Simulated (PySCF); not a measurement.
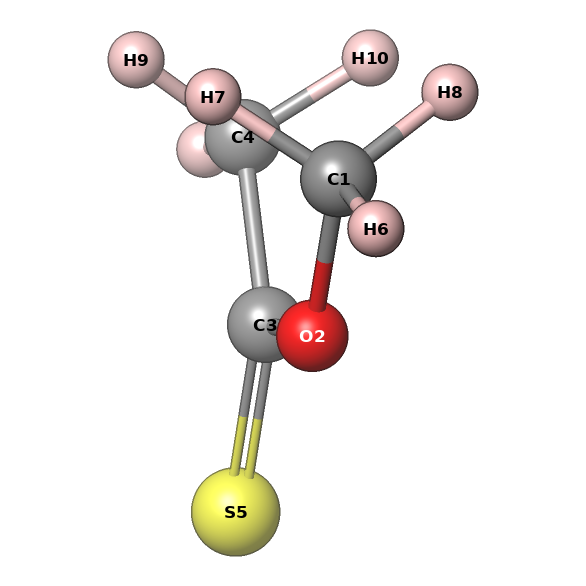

C3 lies behind O2. The molecule seen a little off the O2–C3 bond, O2 in front. Depth is shown by fading: the farther an atom, the more it takes the colour of the background. Computed geometry: PBE0-D3(BJ)/def2-SVP optimisation. No frequency run is at hand to confirm it as a minimum.

### What is the torsion angle C1–O2–C3–S5? The sign is positive where the front bond must turn clockwise to cover the back bond.

−179°, antiperiplanar (anti).
